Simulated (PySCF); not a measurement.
## Electronic structure of C5H5P (phosphabenzene) in real space

The calculation's input:

```
{"job": {"kind": "uv", "xc": "wB97X-D", "basis": "def2-SVPD", "nstates": 8, "ntriplets": 3}, "charge": 0, "multiplicity": 1}
C     -0.040792     1.143265    -0.059314
C     -1.231235     0.433938    -0.023260
C     -1.293785    -0.941906     0.043021
P      0.073302    -2.008064     0.093889
C      1.359496    -0.846078     0.039498
C      1.197716     0.521519    -0.028027
H     -0.079867     2.221954    -0.112895
H     -2.160058     0.990769    -0.048530
H     -2.269668    -1.412032     0.066520
H      2.366645    -1.244522     0.061094
H      2.083670     1.143828    -0.057960
```

Launched as:

```sh
OMP_NUM_THREADS=1 python probes_run.py task.json out
```

Geometry: GFN2-xTB.

Method: PySCF, wB97X-D/def2-SVPD, SCF density, gas phase.

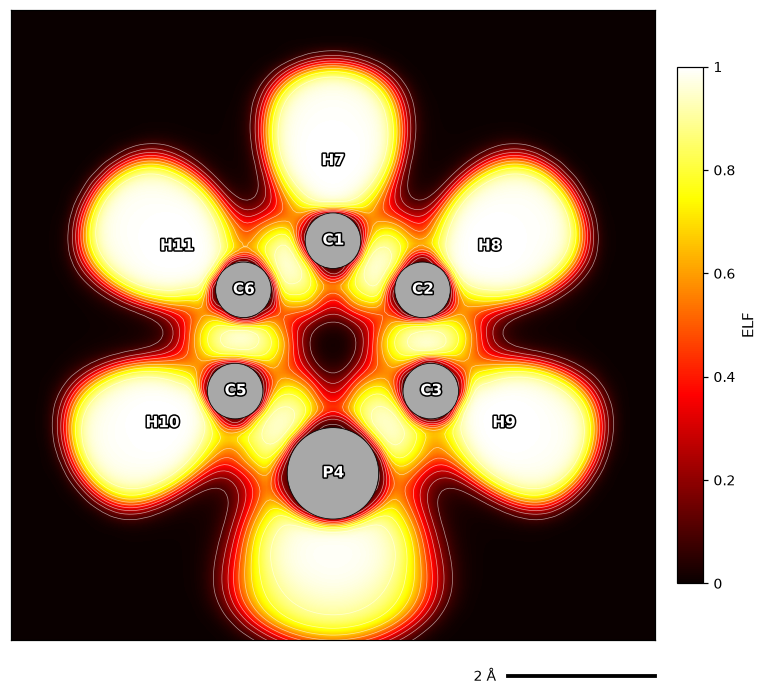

Figure 1. Electron localisation function on the molecular plane. Grey discs cover the atomic cores.

Question: What does the map show?

Answer:
- The section cuts through C, P and H sites.
- C–C (1.38 Å): the ELF peaks at about 0.95 between the atoms; a covalent bond.
- C–P (1.73 Å): the ELF peaks at about 0.95 between the atoms; localised, covalent bonding.
- C–H (1.08 Å): the ELF climbs to about 1 towards the hydrogen, as it does in any bond to H; an ordinary covalent bond to hydrogen.
- The ELF also peaks beside P4, away from the bonds: lone-pair regions.

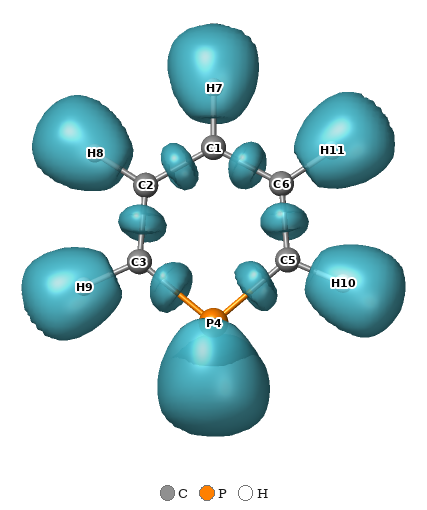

Figure 2. Isosurface of the ELF at 0.8 (cyan), seen across its widest extent. Only the valence region is drawn (cores and ρ < 0.01 e/Å³ removed).

Question: Describe the localisation domains.

Answer: The surface consists of four regions between bonded C–C atoms (shared pairs), two regions between bonded C–P atoms (shared pairs), five regions around hydrogen nuclei and one lobe on P, pointing away from the bonds (lone pairs).

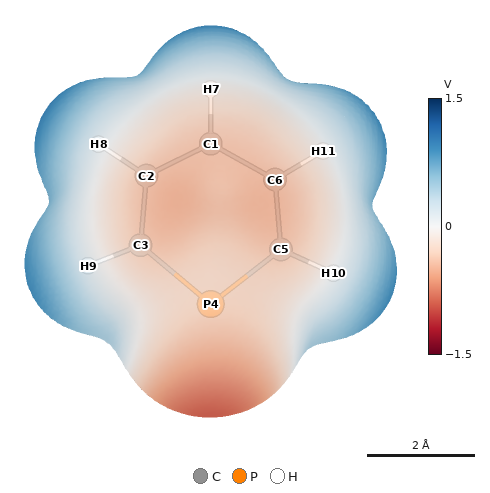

Figure 3. The electrostatic potential painted on the density surface at 0.002 e/bohr³, seen at a tilt; red is negative and blue positive.

Question: Describe the electrostatic potential map.

Answer: The most negative region (about −0.9 V, or −21 kcal/mol for a unit charge) lies over P4, the most positive (about +1.0 V, or +23 kcal/mol for a unit charge) over H7, H8 and H11.

Question: How polar is the molecule by this calculation?

Answer: Its dipole moment is 1.69 D.
